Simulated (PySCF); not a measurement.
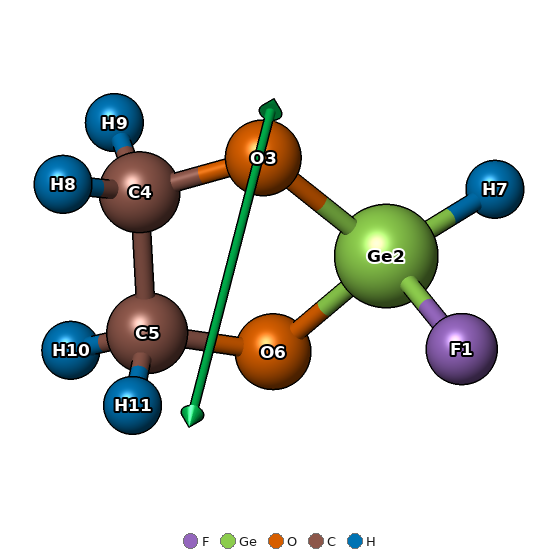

The double arrow shows the direction of the transition dipole to excited singlet state 5 (its length means nothing). Computed geometry: PBE0-D3(BJ)/def2-SVP optimisation. No frequency run is at hand to confirm it as a minimum. Properties computed with TDDFT PBE0/def2-TZVPD, vertical, gas phase, core orbitals frozen in the response (PySCF 2.14.0).

Question. Where does the transition lie, and how strong is it?

Answer. 7.60 eV (163 nm), oscillator strength 0.021, mainly HOMO → LUMO+3 (weight 0.82); transition dipole 0.86 D.
